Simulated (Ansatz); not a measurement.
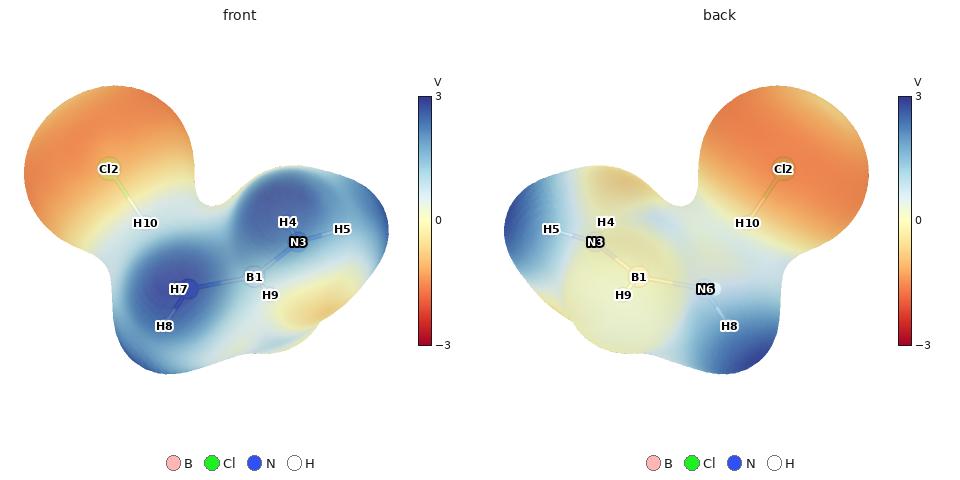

*BH5N2···HCl. The molecular electrostatic potential painted on the density surface at 0.004 e/bohr³, seen from the front and from behind; red is negative and blue positive.*

The calculation used RKS PBE-D4/6-31G* in Ansatz 0.2.0.

```yaml
atoms:
  - { symbol: B, position_ang: [0.1719, 0.8187, -0.7630] }
  - { symbol: Cl, position_ang: [-0.7077, -0.0451, 2.7810] }
  - { symbol: N, position_ang: [1.3399, 0.0804, -1.0195] }
  - { symbol: H, position_ang: [1.4430, -0.9186, -0.8496] }
  - { symbol: H, position_ang: [2.2097, 0.5348, -1.2813] }
  - { symbol: N, position_ang: [-1.0358, 0.1784, -0.2506] }
  - { symbol: H, position_ang: [-1.1794, -0.8202, -0.4215] }
  - { symbol: H, position_ang: [-1.9126, 0.6875, -0.3686] }
  - { symbol: H, position_ang: [0.1680, 2.0131, -0.9154] }
  - { symbol: H, position_ang: [-0.8494, 0.1208, 1.4247] }
```

**Describe the electrostatic potential map.**

The most negative region (about −1.6 V) lies over Cl2, the most positive (about +2.8 V) over H7 and H8.
